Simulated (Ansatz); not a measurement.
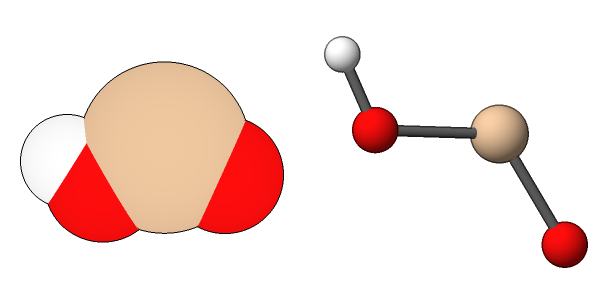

Two views of one molecule. Colours: oxygen red, silicon light orange, hydrogen white.

State: neutral, doublet.

What is the molecular formula?

Answer. HO2Si, 4 atoms: 1 hydrogen, 2 oxygen and 1 silicon.

Give the symmetry (Schoenflies symbol).

Answer. Cs.

More results for the same structure follow; atom numbers are the same in all pictures, views and colours differ. The geometry was computed by an optimisation with PBE0-D4/def2-TZVP. No frequency run is at hand to confirm it as a minimum.

**Electronic properties**

No frequency run is at hand to confirm it as a minimum. Properties computed with UKS PBE-D4/def2-TZVPP (Ansatz 0.2.0).

What is the ⟨S²⟩ of the determinant?

Answer. 0.753.

**Charges**

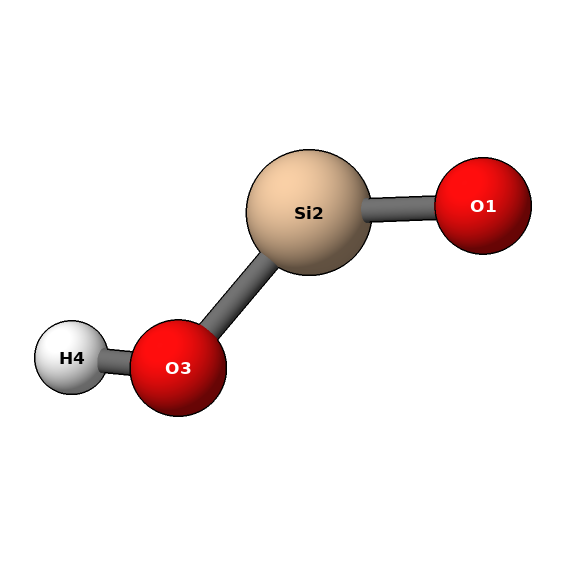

The questions are on Mulliken charges. No frequency run is at hand to confirm it as a minimum. Level of theory: UKS PBE0-D4/def2-TZVP (Ansatz 0.2.0).

Which atom carries the highest charge (most positive or least negative)?

Answer. Si2 (0.54 e).

And the lowest?

Answer. O1 (−0.44 e).

Give the Mulliken charges atom by atom.

```json
{"atom": "O1", "value (e)": "−0.44"}
{"atom": "Si2", "value (e)": "0.54"}
{"atom": "O3", "value (e)": "−0.43"}
{"atom": "H4", "value (e)": "0.34"}
```

**Dipole moment**

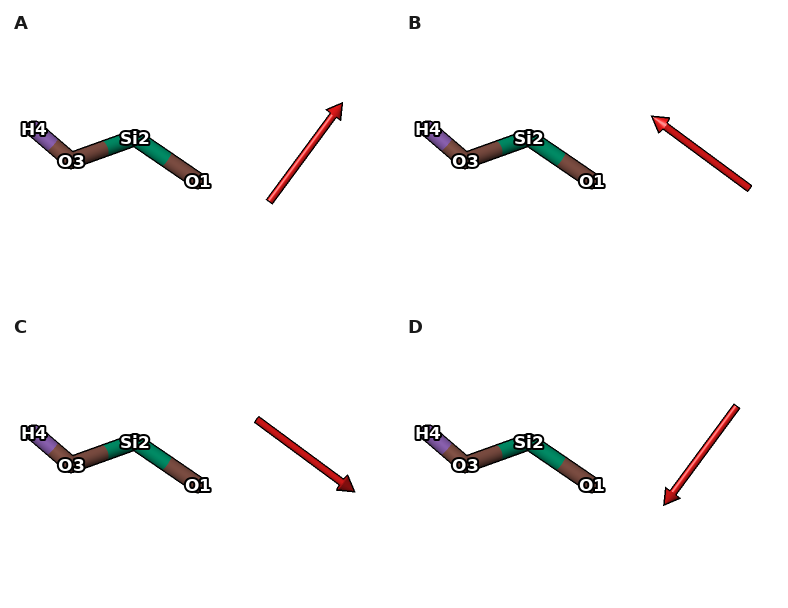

The same molecule four times, each with an arrow. No frequency run is at hand to confirm it as a minimum. Level of theory: UKS PBE0-D4/def2-TZVP (Ansatz 0.2.0).

Which arrow points along the dipole moment, from the negative to the positive end?

Answer. B. The dipole moment is 4.72 D; it points from the side of O1 to the side of H4 (the outermost atoms at the two ends).

Mulliken values depend strongly on the basis set and can even reverse the polarity of a bond.
